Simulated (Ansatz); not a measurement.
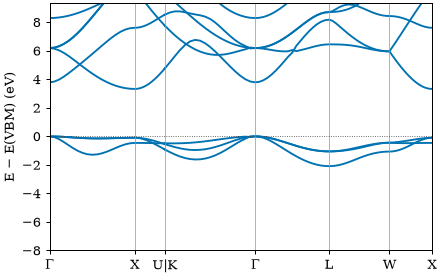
Figure. Band structure from plane-wave PAW PBE (Ansatz code)

Q: Read off the gap and where the band edges lie.

A: About 3.3 eV (3.33 eV by a search for the band edges); maximum at Γ, minimum at X.

Q: Which compound is it?
(A) MgS, rock salt
(B) MgO, rock salt
(C) CaO, rock salt
(D) SrO, rock salt

A: D, SrO, rock salt

Space group Fm-3m (rock salt). Symmetry was held in the PBE relaxation. Spin–orbit coupling is left out wherever it is not named.

Potentials: the earlier of the program's two PAW sets.
